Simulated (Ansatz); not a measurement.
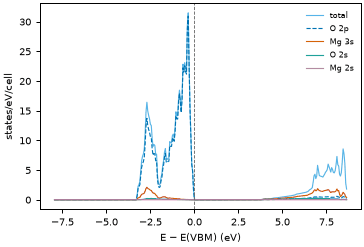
Figure. Total and projected density of states of MgO in space group P3m1 (No. 156; Pearson symbol hP12), LDA in the plane-wave PAW code Ansatz

Task: Which orbitals carry the states next to the gap?

Result: Top 1 eV of the valence band: O 2p 98 %. Bottom 1 eV of the conduction band: Mg 3s 60 %, O 2s 28 %, O 2p 10 %. Projections are on Löwdin-orthogonalised atomic valence shells; empty p or d shells of many metals are not among them.

Task: Where is the tallest occupied peak in this window, and what makes it?

Result: Near -0.3 eV, about 31 states/eV per cell; the largest projected share is O 2p.

The workflow started from a Materials Project entry (that database holds measured and hypothetical structures alike); the Crystallography Open Database copy checked does not list it. It is not the phase usual at ambient conditions (space group No. 225). Symmetry was held in the LDA relaxation; phonons on a q-mesh show no instability.

Potentials: the later of the program's two PAW sets.
